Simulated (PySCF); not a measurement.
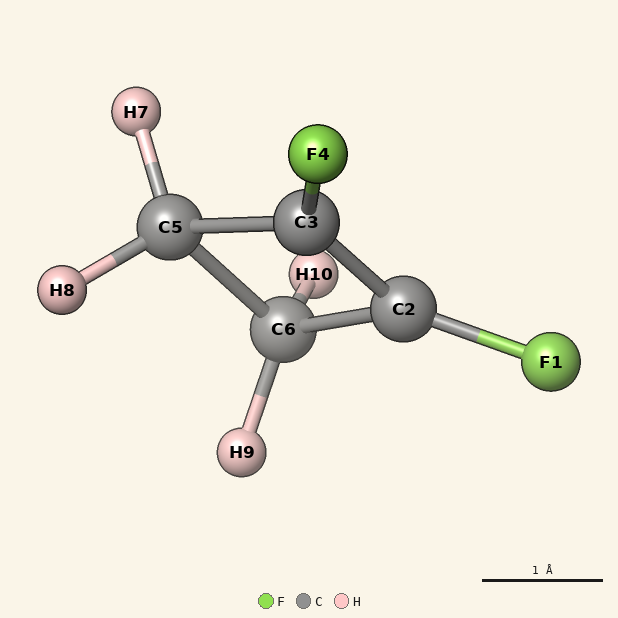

Orthographic view. Distant atoms are faded towards the background colour. Computed geometry: PBE0-D3(BJ)/def2-SVP optimisation. No frequency run is at hand to confirm it as a minimum.

Give the geometry as a Z-matrix, atoms in numerical order, with these reference atoms: 2 to 1; 3 to 2, 1; 4 to 3, 2, 1; 5 to 3, 4, 2; 6 to 2, 1, 3; 7 to 5, 3, 4; 8 to 5, 7, 3; 9 to 6, 2, 1; 10 to 6, 9, 2.

```
F  
C    1   1.316
C    2   1.336   1   135.4
F    3   1.316   2   135.3   1     0.0
C    3   1.498   4   130.3   2  -179.7
C    2   1.498   1   130.3   3  -179.8
H    5   1.102   3   115.6   4    65.5
H    5   1.102   7   109.4   3   133.2
H    6   1.102   2   115.6   1    65.5
H    6   1.102   9   109.5   2   133.3
```
